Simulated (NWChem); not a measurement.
# One shape, several levels: InNH4 (InH2(NH2))

Aim: a comparison of 6 runs (HF/STO-3G, HF/3-21G, HF/def2-SVP, HF/def2-TZVP, MP2/def2-SVP, CCSD/def2-SVP) of InNH4 (InH2(NH2)). 

Program for the calculation: NWChem 7.3.0.

1 further run of the same task is left out (set aside as unsound or not needed).

## 1. The structure to begin with

InNH4 has 6 atoms, charge 0, and is taken as a singlet. SMILES: `[H][In]([H])[NH2]`. The shape comes from GFN2-xTB, which is rough for such elements, and wasn't checked as a minimum.

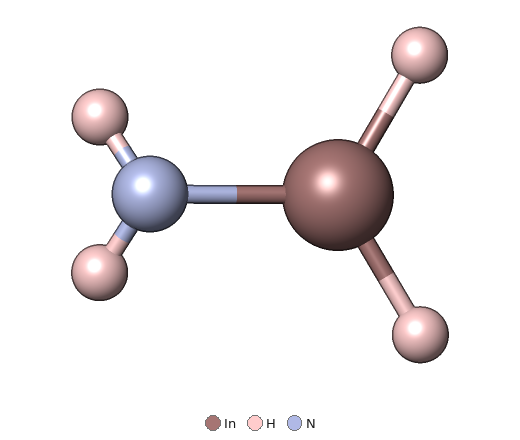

Viewed from a chosen angle; indium brown, hydrogen pink, nitrogen light blue.

## 2. Energy and forces at HF/STO-3G (run 1)

geom.nw

```
start geom
memory 2200 mb

geometry noautosym nocenter noautoz
   In       0.457130       0.753190      -0.013990
   H        2.130310       0.765100       0.331290
   H       -0.322920       2.228340      -0.378410
   N       -0.627270      -0.933080       0.227780
   H       -1.497440      -0.996590      -0.289370
   H       -0.139810      -1.816960       0.122700
end

basis spherical bse
   * library STO-3G
end

scf
   thresh 1e-08
   maxiter 80
   print low
end

task scf gradient
```

Run with:

```
$ nwchem geom.nw > geom.out
```

Standard output:

```text
[...]
  functions       =    36
[...]
  wavefunction    = RHF
[...]
         Total SCF energy =  -5738.933186307365
      One-electron energy =  -8247.574868366357
      Two-electron energy =   2358.095297450252
 Nuclear repulsion energy =    150.546384608740
        Time for solution =      2.1s
[...]
                         RHF ENERGY GRADIENTS
    atom               coordinates                        gradient
                 x          y          z           x          y          z
   1 In      0.863850   1.423323  -0.026437    0.002385  -0.000813  -0.009804
   2 H       4.025702   1.445829   0.626047    0.030069   0.004254   0.006947
   3 H      -0.610230   4.210952  -0.715091   -0.011002   0.028543  -0.004788
   4 N      -1.185368  -1.763266   0.430442   -0.031229  -0.049628   0.002590
   5 H      -2.829751  -1.883282  -0.546830    0.008955   0.006725   0.003715
   6 H      -0.264203  -3.433557   0.231869    0.000822   0.010917   0.001340
 Task  times  cpu:        2.8s     wall:        2.8s
 Total times  cpu:        2.8s     wall:        2.8s
```

Run time: 3.6 s. Hardware: 1 thread of AMD EPYC 9R45 (Zen 5), shared host; peak memory 0.099 GiB.

## 3. Energy and gradient at HF/3-21G (run 2)

run.py

```python
from ase import Atoms
from ase.calculators.nwchem import NWChem

mol = Atoms(['In', 'H', 'H', 'N', 'H', 'H'], positions=[
    [0.457130, 0.753190, -0.013990],
    [2.130310, 0.765100, 0.331290],
    [-0.322920, 2.228340, -0.378410],
    [-0.627270, -0.933080, 0.227780],
    [-1.497440, -0.996590, -0.289370],
    [-0.139810, -1.816960, 0.122700],
])

calc = NWChem(
    label='geom',
    theory='scf',
    memory='2200 mb',
    basis='3-21G',
    basispar='spherical bse',
    scf={'nopen': '0', 'rhf': None, 'thresh': '1e-08', 'maxiter': '80'},
)
mol.calc = calc

forces = mol.get_forces()
print(f"energy = {mol.get_potential_energy():.6f} eV")
print("forces (eV/A):")
for s, f in zip(mol.symbols, forces):
    print(f"{s:2s} {f[0]:10.5f} {f[1]:10.5f} {f[2]:10.5f}")
print("dipole (e A):", mol.get_dipole_moment().round(4))
```

Run with:

```
$ export ASE_NWCHEM_COMMAND="nwchem PREFIX.nwi > PREFIX.nwo"
$ python run.py
```

Standard output:

```text
energy = -157041.576127 eV
forces (eV/A):
In   -0.33537   -0.35260    0.44737
H     0.89598   -0.15797    0.13725
H    -0.53381    0.70592   -0.28272
N     0.26919   -0.24179   -1.27691
H    -0.03959   -0.05754    0.52157
H    -0.25639    0.10403    0.45344
dipole (e A): [-0.0233 -0.2013 -0.3175]
```

The calculator wrote geom.nwi:

```
title "geom"

permanent_dir geom

scratch_dir geom

start geom

geometry units angstrom nocenter noautosym noautoz
  In 4.5712999999999998e-01 7.5319000000000003e-01 -1.3990000000000001e-02
  H  2.1303100000000001e+00 7.6510000000000000e-01 3.3128999999999997e-01
  H  -3.2291999999999998e-01 2.2283400000000002e+00 -3.7841000000000002e-01
  N  -6.2726999999999999e-01 -9.3308000000000002e-01 2.2778000000000001e-01
  H  -1.4974400000000001e+00 -9.9658999999999998e-01 -2.8937000000000002e-01
  H  -1.3980999999999999e-01 -1.8169599999999999e+00 1.2270000000000000e-01
end

memory 2200 mb

basis spherical bse noprint
   * library 3-21G
end

scf
  nopen 0
  rhf
  thresh 1e-08
  maxiter 80
end

task scf gradient
```

geom.nwo:

```text
Northwest Computational Chemistry Package (NWChem) 7.3.0
             --------------------------------------------------------

           Job information
           ---------------

    nwchem branch   = 7.3.0
    use scalapack   = T
    input           = geom.nwi
    prefix          = geom.
    data base       = geom/geom.db
    status          = startup
    nproc           =        1

           Memory information
           ------------------

[... 5 lines left out ...]
    hardfail = no
[... 129 lines left out ...]
         Quadratically convergent ROHF
[... 14 lines left out ...]
       Final RHF  results
[... 4 lines left out ...]
      Two-electron energy =   2348.979534271382
[... 49 lines left out ...]
                       ROHF Final Molecular Orbital Analysis
[... 227 lines left out ...]
                 ----------------------------------------
                 |  Time  |  1-e(secs)   |  2-e(secs)   |
                 ----------------------------------------
                 |  CPU   |       0.00   |       0.59   |
                 ----------------------------------------
                 |  WALL  |       0.00   |       0.59   |
                 ----------------------------------------

 Task  times  cpu:        2.8s     wall:        2.8s
 Total times  cpu:        2.8s     wall:        2.8s
```

It took 3.9 s on 1 thread of AMD EPYC 9R45 (Zen 5), shared host; peak memory 0.1 GiB.

Runs 3 to 4 aren't shown in full; the table further down has their settings and results.

## 4. Energy and gradient at MP2/def2-SVP (core potential) (run 5)

input.nw

```
start input
memory stack 880 mb heap 220 mb global 1100 mb
geometry units angstrom noautosym nocenter noautoz
In    0.457130    0.753190   -0.013990
H     2.130310    0.765100    0.331290
H    -0.322920    2.228340   -0.378410
N    -0.627270   -0.933080    0.227780
H    -1.497440   -0.996590   -0.289370
H    -0.139810   -1.816960    0.122700
end
basis "ao basis" spherical bse
* library def2-SVP
end
ecp bse
In library def2-SVP
end
scf
thresh 1e-08
maxiter 80
end
mp2
freeze core 5
tight
end
task mp2 gradient
```

Run with:

```
$ nwchem input.nw > input.out
```

Standard output:

```text
[...]
  functions       =    60
[...]
  wavefunction    = RHF
[...]
         Total SCF energy =   -245.910091991967
      One-electron energy =   -552.263319216976
      Two-electron energy =    235.741355561956
 Nuclear repulsion energy =     70.611871663052
        Time for solution =      4.9s
[...]
          Total MP2 energy          -246.184827255670
[...]
                         mp2 ENERGY GRADIENTS
    atom               coordinates                        gradient
                 x          y          z           x          y          z
   1 In      0.863850   1.423323  -0.026437   -0.004782  -0.008480  -0.001502
   2 H       4.025702   1.445829   0.626047   -0.004512   0.003300  -0.001058
   3 H      -0.610230   4.210952  -0.715091    0.004911  -0.002488   0.001803
   4 N      -1.185368  -1.763266   0.430442    0.000815   0.004144   0.003622
   5 H      -2.829751  -1.883282  -0.546830    0.004213   0.000562  -0.000734
   6 H      -0.264203  -3.433557   0.231869   -0.000645   0.002962  -0.002130
[...]
```

Run time: 12 s. Hardware: 1 thread of AMD EPYC 9R45 (Zen 5), shared host; peak memory 0.15 GiB.

## 5. The energy at CCSD/def2-SVP (core potential) (run 6)

nw.nw

```
start nw
title "H4InN"
memory stack 880 mb heap 220 mb global 1100 mb
charge 0
geometry noautosym nocenter noautoz
   In     0.457130     0.753190    -0.013990
   H      2.130310     0.765100     0.331290
   H     -0.322920     2.228340    -0.378410
   N     -0.627270    -0.933080     0.227780
   H     -1.497440    -0.996590    -0.289370
   H     -0.139810    -1.816960     0.122700
end
basis spherical bse
   * library def2-SVP
end
ecp bse
   In library def2-SVP
end
scf
   singlet
   rhf
   thresh 1e-08
   maxiter 80
end
ccsd
   freeze core 5
   maxiter 60
end
task ccsd
```

Run with:

```
$ nwchem nw.nw > nw.out
```

Standard output:

```text
[...]
  functions       =    60
[...]
  wavefunction    = RHF
[...]
         Total SCF energy =   -245.910091991967
      One-electron energy =   -552.263319216976
      Two-electron energy =    235.741355561956
 Nuclear repulsion energy =     70.611871663052
        Time for solution =      4.9s
[...]
 Total MP2 energy:           -246.184827255669774
[...]
             energy      energy      error      ampl     ampl      Block
                                                time     time      time
[...]
 Total CCSD energy:           -246.211737824637368
[...]
```

Run time: 24 s. Hardware: 1 thread of AMD EPYC 9R45 (Zen 5), shared host; peak memory 0.14 GiB.

## 6. All runs side by side

```csv
run,level,core potential,module,energy (Eh),largest force (eV/Å),wall time
1,HF/STO-3G,–,scf,-5738.933186,3.018,3.6 s
2,HF/3-21G,–,scf,-5771.171523,1.327,3.9 s
3,HF/def2-SVP (core potential),def2-SVP,scf,-245.910092,1.037,6.6 s
4,HF/def2-TZVP (core potential),def2-TZVP,scf,-245.988889,1.194,27 s
5,MP2/def2-SVP (core potential),def2-SVP,mp2,-246.184827,0.507,12 s
6,CCSD/def2-SVP (core potential),def2-SVP,ccsd,-246.211738,–,24 s
```

## 7. Outcome

| quantity | value |
| --- | --- |
| run 6: total energy | -246.21174 Eh |
| run 6: HOMO energy (Hartree–Fock orbitals) | -10.37 eV |
| run 6: LUMO energy (Hartree–Fock orbitals) | 1.35 eV |
| run 6: HOMO–LUMO gap (Hartree–Fock orbitals) | 11.72 eV |
| run 6: correlation energy (5 core orbitals frozen) | -301.6 mEh |

In words: Below the HF energy at the same shape and in the same basis (def2-SVP): MP2 -274.7 mEh; CCSD -301.6 mEh. Over runs 2, 3, 4, 5 the dipole moment (its size) runs from 1.28 D (HF/def2-TZVP) to 1.81 D (HF/3-21G). The two ends differ in basis and core potential. Over runs 2, 3, 4 the HOMO–LUMO gap runs from 11.46 eV (HF/3-21G) to 11.72 eV (HF/def2-SVP). Some runs of one species differ in core potentials or relativity; totals across that change don't compare. In run 1 the basis is minimal, so the values are rough. In runs 1, 2 relativity is left out where basis or elements ask for it. All runs together took 77 s, the longest 27 s.
